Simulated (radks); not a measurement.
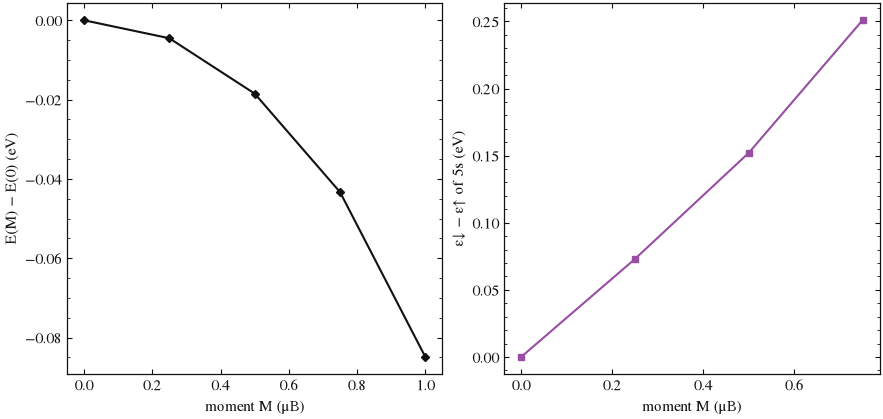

For Rb in [Kr] 5s1, the spin moment of the 5s shell is fixed at a series of values. Method: non-relativistic Kohn-Sham, BLYP, spin-polarised, spherical densities, point nucleus; computed with the in-house radial solver radks. The plot shows the energy and the exchange splitting.

Describe both curves.

The energy falls with the moment, to −0.0849 eV at M = 1 μB, the largest moment run; with one electron or hole in the shell the exact energy would hardly depend on M, so most of the fall is the functional's fractional-spin error. A fit E = −I M²/4 gives an exchange integral I of about 0.33 eV, and the exchange splitting grows nearly in proportion to M, to 0.251 eV (0.33 eV per μB).
